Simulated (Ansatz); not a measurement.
System: fluorite PbF2 (high-temperature phase). Method: r²SCAN+rVV10 (Ansatz, a quantum-chemistry and plane-wave program, PAW).

Run with plane-wave cutoff 560 eV, 10×10×10 k mesh, Fermi–Dirac smearing 0.01 eV, scalar-relativistic PAW data made under PBE.

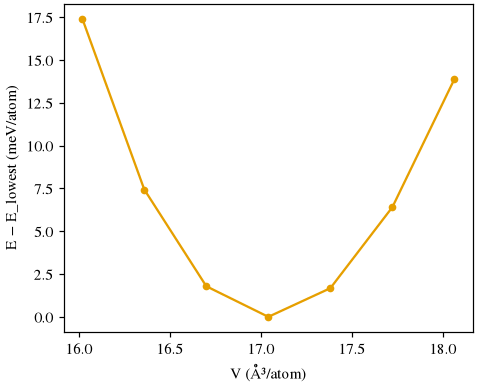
*Total energy against volume*

From the curve, estimate the equilibrium volume and the bulk modulus.

V0 ≈ 17.0 Å³/atom and B0 ≈ 81 GPa; the fit gives V0 = 17.042 Å³/atom, B0 = 80.9 GPa, B′ = 4.7.

Measured, for comparison: bulk modulus 64 GPa, equilibrium volume per atom 17.46 Å³/atom (temperature not stated, not corrected to a static lattice; as tabulated in Cadelano and Cappellini (2011), arXiv:1107.5962). Computed (rounded) less measured: bulk modulus +26 %, equilibrium volume per atom -2.4 %.

Spin–orbit coupling is not included; it can shift volumes and moduli of such heavy elements.

Static lattice: no zero-point or thermal effects.

Cost on a shared machine: very roughly 60 core-seconds.
